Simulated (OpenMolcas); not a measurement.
# Pr⁴⁺ complex: multiconfigurational calculation

Pr⁴⁺ with 7 ligands (Cl; pentagonal bipyramid, 2.64 Å), neutralised by 7 outer point charges of +0.43 e, whose field is part of the energies. Computed at this level: state-averaged SS-CASPT2, IPEA shift 0.25, imaginary shift 0.1 hartree, closed shells 5s 5p of the metal and the valence shells of the ligands correlated, active space 1 electron in the shell 4f, basis ANO-RCC-VDZP on the metal and ANO-RCC-VDZP on the ligands, DKH2 scalar Hamiltonian, spin-orbit coupling by RASSI with atomic mean-field integrals (OpenMolcas).

### Input
```
&GATEWAY
Coord
8

Pr 0.0 0.0 0.0
Cl 2.640000 0.000000 0.000000
Cl 0.815805 2.510789 0.000000
Cl -2.135805 1.551753 0.000000
Cl -2.135805 -1.551753 0.000000
Cl 0.815805 -2.510789 0.000000
Cl 0.000000 0.000000 2.930400
Cl 0.000000 0.000000 -2.930400
Basis=Pr.ANO-RCC-VDZP,Cl.ANO-RCC-VDZP
Group=NoSym
NoMove
AngMom=0.0 0.0 0.0
AMFI
RICD
XField
7 Angstrom 0
5.040000 0.000000 0.000000 0.428571
1.557446 4.793325 0.000000 0.428571
-4.077446 2.962438 0.000000 0.428571
-4.077446 -2.962438 0.000000 0.428571
1.557446 -4.793325 0.000000 0.428571
0.000000 0.000000 5.330400 0.428571
0.000000 0.000000 -5.330400 0.428571
&SEWARD
&RASSCF
FileOrb=start.orb
Symmetry=1
Spin=2
nActEl=1 0 0
Inactive=90
Ras2=7
CIRoot=7 7 1
SDav=7
CIMx=300
Iter=150 100
PrWF=0.3
OrbListing=Nothing
MaxOrb=0
LevShft=1.0
>>> COPY $Project.JobIph JOB001
&RASSI
NrOfJobIphs=1 7
1 2 3 4 5 6 7
IphNames
JOB001
EJob
SpinOrbit
DIPRint=1.0
SOCoupling=1000.0
Subsets=2
Property=9
'ANGMOM' 1 'ANGMOM' 2 'ANGMOM' 3 'MLTPL  1' 1 'MLTPL  1' 2 'MLTPL  1' 3
'AMFI' 1 'AMFI' 2 'AMFI' 3
SOProperty=3
'ANGMOM' 1 'ANGMOM' 2 'ANGMOM' 3
>>> COPY JOB001 $Project.JobIph
&CASPT2
Multistate=7 1 2 3 4 5 6 7
NoMult
Frozen=58
IPEA=0.25
Imaginary=0.1
MaxIter=60
WThr=0.0 0.3 0.05
PrWF=0.5
NoMix
```

The file start.orb holds starting orbitals from an earlier step. A driver script formed the levels outside the program, from RASSI's spin-orbit matrix and the CASPT2 energies (for multi-state variants, the effective Hamiltonian), averaged over the components of each term or state. The log and the time are those of the CASPT2 step.

Launched with:
```bash
OMP_NUM_THREADS=1 MOLCAS_MEM=2457 MOLCAS_PROJECT=a pymolcas a.inp > a.log  # once for each step of the input, in one work folder
```

### Log (extracts)
```
--- CASPT2 ---
Orbital specifications:
      -----------------------

      Symmetry species                           1
                                                 a
      Frozen orbitals                           58
      Inactive orbitals                         32
      Active orbitals                            7
      Secondary orbitals                        97
      Deleted orbitals                           0
      Number of basis functions                194
Type of calculation                        SS-CASPT2
      Fock operator                              state-specific
      IPEA shift                                 0.25
      Real shift                                 0.00
      Imaginary shift                            0.10
      The input orbitals will be transformed to quasi-canonical
Reference energy:      -12457.4954714347
      E2 (Non-variational):      -1.3850856975
      Shift correction:          -0.0026882293
      E2 (Variational):          -1.3877739268
      Total energy:          -12458.8832453615
      Residual norm:              0.0000005636
      Reference weight:           0.63142
      Contributions to the CASPT2 correlation energy
      Active & Virtual Only:          0.0000000028
      One Inactive Excited:          -0.0285755564
      Two Inactive Excited:          -1.3565101439
Reference energy:      -12457.4954714344
      E2 (Non-variational):      -1.3850882008
      Shift correction:          -0.0026882521
      E2 (Variational):          -1.3877764529
      Total energy:          -12458.8832478873
      Residual norm:              0.0000005638
      Reference weight:           0.63142
      Contributions to the CASPT2 correlation energy
      Active & Virtual Only:          0.0000000028
      One Inactive Excited:          -0.0285780628
      Two Inactive Excited:          -1.3565101408
::    CASPT2 Root  1     Total energy: -12458.88324536
::    CASPT2 Root  2     Total energy: -12458.88324789
::    CASPT2 Root  3     Total energy: -12458.88231153
::    CASPT2 Root  4     Total energy: -12458.88231151
::    CASPT2 Root  5     Total energy: -12458.88106945
::    CASPT2 Root  6     Total energy: -12458.87672014
::    CASPT2 Root  7     Total energy: -12458.87672012
```

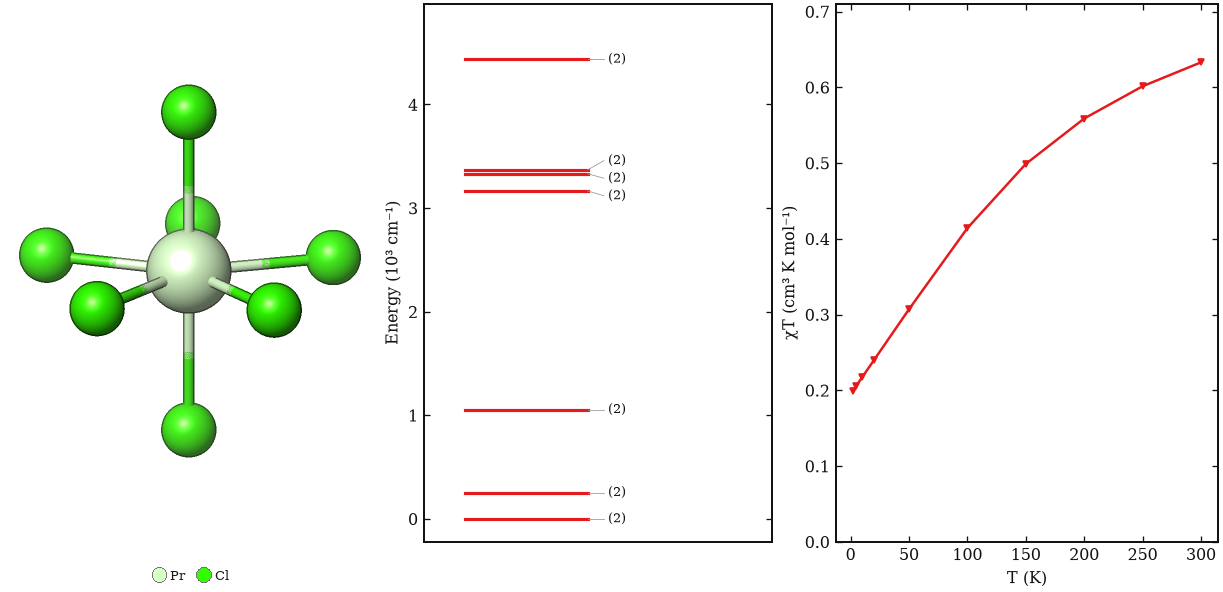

Fig. 1: Pr⁴⁺ (4f) with 7 ligands, Cl⁻, at 2.64 Å (arrangement: pentagonal bipyramid, D5h), axial distortion 1.11, neutralised by outer point charges of +0.43 e, and its levels and susceptibility. Labels give the representation in O, Td, D4 or D3 as the site allows (double group for half-integer spin) where it could be assigned and, in brackets, the degeneracy; spin-free states, where drawn, share the zero of the spin-orbit levels. Powder susceptibility by Van Vleck's formula. The ground level is a Kramers doublet, 100 % from states of spin multiplicity 2, effective J = 2.54, with |mJ| = 3/2 the largest share (100 %). Its principal g values are 0.00, 0.00 and 2.50, easy-axis. The next level lies at 254 cm⁻¹. The lowest J multiplet spreads over 1,050 cm⁻¹. χT is 0.200 cm³ K mol⁻¹ at 2 K and 0.633 at 300 K, an effective moment of 2.25 μB.

### Key numbers

- outcome: converged
- energy of the lowest spin-free term: −12458.88325 hartree
- energy of the lowest spin-orbit level: −12458.89096 hartree
- CASPT2 correlation energy: −1.3878 hartree
- largest spread among components of a term: 0.6 cm⁻¹
- lowest reference weight: 0.631
- hardware: 1 thread of Arm Neoverse V1, 24 GiB of memory available, shared host
- wall time: 3.7 min
- peak memory: 0.73 GiB

### Remarks

Caveats: covalent bonds, ligand orbitals missing from the active space; distances are set from ionic radii, not optimised.
